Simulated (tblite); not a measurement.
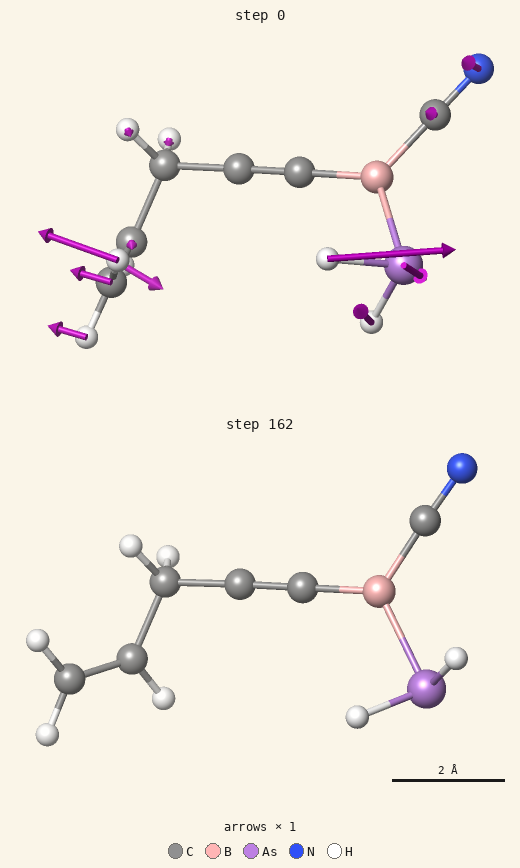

The structure of C$_{6}$H$_{7}$AsBN before (top) and after (bottom) a relaxation, at one scale. The purple arrows give the displacements, at their true length.

The picture is a ball-and-stick view, seen at a tilt.

Computed with GFN2-xTB geometry optimisation, gas phase in tblite 0.8.0. 

### Summarise the run.

The atom that moves furthest after the best rigid fit is an H atom (2.32 Å). Largest moves by element: H 2.32 Å, As 0.90 Å, C 0.86 Å, N 0.64 Å, B 0.15 Å. Among the contacts that change: As–H 1.579 → 1.502 Å, As–H 1.560 → 1.503 Å, B–C 1.529 → 1.488 Å, C–C 1.349 → 1.319 Å. Bond angles that change, for instance: C–C–H 120.3° → 115.2°, C–C–C 120.6° → 123.9°, H–C–H 119.1° → 116.2°. Groups turn about As–B by about 90°, C–C by about 55°. Over 162 geometry steps the energy falls by 7.72 kcal/mol. The run took 2 s on 1 thread of Arm Neoverse N1, with other jobs on the host.
